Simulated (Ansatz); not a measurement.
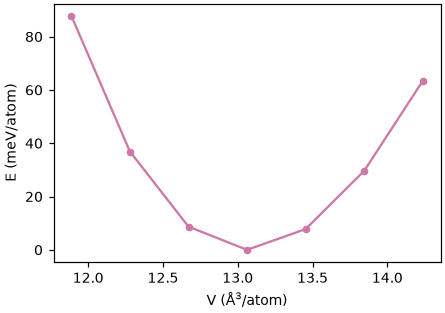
Figure. Si2Mo (MoSi2 or CaC2 type, I4/mmm) under volume change, DFT-LDA in the program Ansatz with PAW potentials, shape and atoms relaxed at each volume.

Q: What does a third-order Birch–Murnaghan fit give for V₀, B₀ and B′?

A: V₀ = 13.06 Å³/atom, B₀ = 225 GPa, B′ = 4.4.

The cell was relaxed with LDA under the symmetry of its start. No spin polarisation was allowed.

Potentials: the earlier of the program's two PAW sets. The files were generated under PBE; for other functionals the program regenerates the frozen cores, and for LDA and PBEsol the local potential too.
